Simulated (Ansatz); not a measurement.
**SnCl4 + HF: a complex and its separated parts**

The complex below is one end of an elementary step. How strongly is it bound against its free parts?

Program: Ansatz 0.2.0, Gaussian basis. Level of theory: PBE0-D4/def2-TZVP structures, single points in def2-TZVPP, no counterpoise correction. These are calculated values, not measurements.

Levels: SPW92, PBE-D4, BLYP-D4, r2SCAN-D4, B97M-V, PBE0-D4, B3LYP-D4, r2SCAN0-D4, BHLYP-D4, CAM-B3LYP-D4, wB97X-V, wB97M-V, B2PLYP, PBE-QIDH, RPA on PBE, Hartree-Fock, MP2, CCSD, CCSD(T).

Cores are frozen in the correlated methods. Filled d shells of the heavier atoms are correlated. Core potentials replace the inner electrons past krypton, and spin-orbit coupling is left out. B3LYP uses VWN-RPA correlation. B2PLYP carries no dispersion term here.

88 further runs of the same task are left out: 88 set aside as unsound or not needed.

### Step 1. Starting geometry

The complex: 7 atoms, charge 0, spin multiplicity 1.

Atoms are counted from 1 here; the program's logs count them from 0.

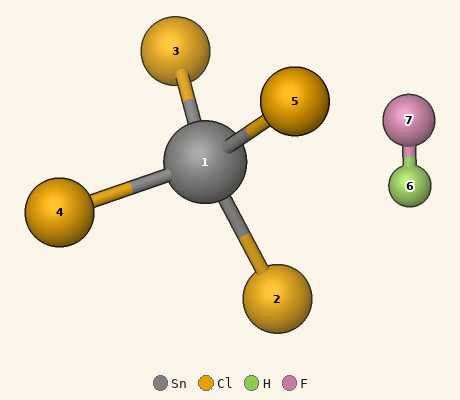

The starting geometry (tin grey, chlorine amber, hydrogen green, fluorine pink); atoms are numbered from 1 in the order of the file.

Coordinates:

```xyz
7

Sn   -0.7714   -0.3405    0.2049
Cl    1.0605   -0.3990    1.6150
Cl   -0.3567   -1.5131   -1.7070
Cl   -2.4616   -1.3979    1.3355
Cl   -1.4196    1.8106   -0.1886
H     2.1824    0.8052   -0.2327
F     1.7663    1.0346   -1.0272
```

Its parts: SnCl4 holds atoms 1, 2, 3, 4, 5; HF holds atoms 6, 7. Each part counts its atoms afresh in its own runs.

### Step 2. Relaxing SnCl4 alone

Contents of relax-a/in.yaml:

```yaml
crystal:
  periodic: [false, false, false]
  atoms:
    - {symbol: Sn, position_ang: [-0.771434, -0.340498, 0.204931]}
    - {symbol: Cl, position_ang: [1.060529, -0.399038, 1.615048]}
    - {symbol: Cl, position_ang: [-0.356724, -1.513093, -1.707008]}
    - {symbol: Cl, position_ang: [-2.461585, -1.397922, 1.335459]}
    - {symbol: Cl, position_ang: [-1.419620, 1.810611, -0.188561]}
basis:
  gaussian: {orbitals: def2-TZVP}
hamiltonian: {xc: pbe0, dispersion: d4}
relax: {f_tol: 0.005, max_steps: 200}
```

Started as:

```bash
ansatz run in.yaml --threads 8 --pin off --events-out ev --progress --plain --max-ram 19148MiB
```

Further steps of the session: Relaxing HF alone; SPW92/def2-TZVPP; PBE-D4/def2-TZVPP; BLYP-D4/def2-TZVPP; r2SCAN-D4/def2-TZVPP; B97M-V/def2-TZVPP; PBE0-D4/def2-TZVPP; B3LYP-D4/def2-TZVPP; r2SCAN0-D4/def2-TZVPP; BHLYP-D4/def2-TZVPP; CAM-B3LYP-D4/def2-TZVPP; wB97X-V/def2-TZVPP; wB97M-V/def2-TZVPP; B2PLYP/def2-TZVPP; PBE-QIDH/def2-TZVPP; RPA on PBE/def2-TZVPP; CCSD(T)/def2-TZVPP; Vibrations of SnCl4; Vibrations of HF.

Q: Predict the outcome of this session. Wanted: complex less parts, CCSD(T)/def2-TZVPP; with zero-point energy; largest T1 diagnostic.

The runs gave:

| quantity | value |
| --- | --- |
| complex less parts, CCSD(T)/def2-TZVPP | -11.8 kJ/mol |
| with zero-point energy | -7.8 kJ/mol |
| largest T1 diagnostic | 0.011 |

In words: At CCSD(T) the complex lies 11.8 kJ/mol below its parts. The functionals run from PBE-QIDH, off by +0.7 kJ/mol, to SPW92, off by -16.4 kJ/mol, against CCSD(T). Mean unsigned error by rung: LDA 16.4, GGA 5.5, meta-GGA 6.2, hybrid 3.7, range-separated hybrid 5.3, double hybrid 1.3 kJ/mol. PBE-D4 gives a relative energy 6.0 kJ/mol too low, an error of 51 % of the reference. No counterpoise was applied, and triple zeta lacks some correlation, so the CCSD(T) reference has a basis error of its own, and close matches with it are partly luck.
